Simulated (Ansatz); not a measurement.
The calculation's input:

```
crystal:
  periodic: [false, false, false]
  atoms:
    - { symbol: C, position_ang: [0.293, -1.1055, -0.9592] }
    - { symbol: B, position_ang: [-0.3061, -0.1403, 0.2012] }
    - { symbol: S, position_ang: [-1.2982, -0.9027, 1.615] }
    - { symbol: C, position_ang: [0.0394, 1.4406, 0.1746] }
    - { symbol: F, position_ang: [1.3286, 1.6605, 0.1614] }
    - { symbol: F, position_ang: [-0.5968, 1.9948, -0.9599] }
    - { symbol: H, position_ang: [-0.1669, -0.7308, -1.9323] }
    - { symbol: H, position_ang: [0.0038, -2.101, -0.791] }
    - { symbol: H, position_ang: [1.3538, -0.9626, -0.9801] }
    - { symbol: H, position_ang: [-0.0876, -1.1141, 2.3964] }
    - { symbol: H, position_ang: [-1.19831, 0.61256, 0.12331] }
basis:
  gaussian: { orbitals: "6-31G*" }
hamiltonian:
  xc: blyp
  dispersion: d4
relax:
  f_tol: 0.02
  max_steps: 50
output:
  orbitals: {}
```

Run with:

```sh
ansatz run input.yaml --threads 2 --pin off --max-ram 3072MiB --backend cpu --events-out ev --progress --plain --runs-dir out
```

The fields are those of the run's last geometry, not of the input's.

All numbers below come from Ansatz, RKS BLYP-D4/6-31G*.

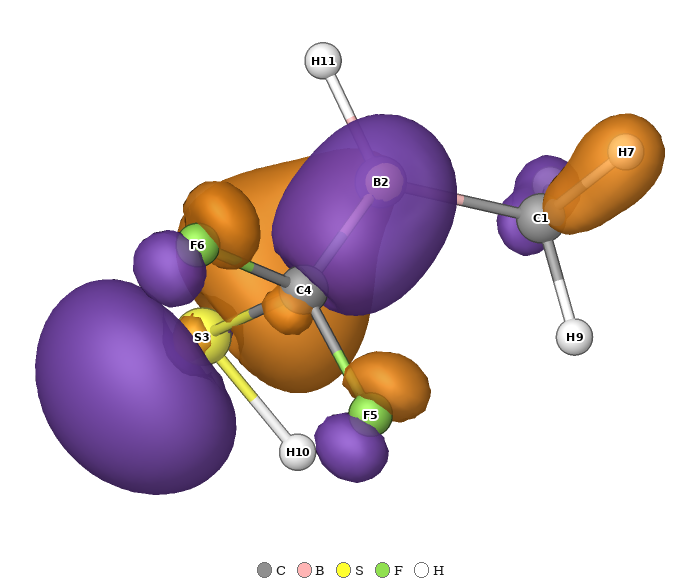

C2H5BF2S. The HOMO−1 at ±0.15 Å⁻³ᐟ² (orange and purple are the two phases), seen at a tilt.

> Describe this orbital and give its energy.

Its weight (Hirshfeld) is mainly on S3 (about 55 %), B2 (about 15 %) and C4 (about 10 %). Its energy is −6.75 eV.
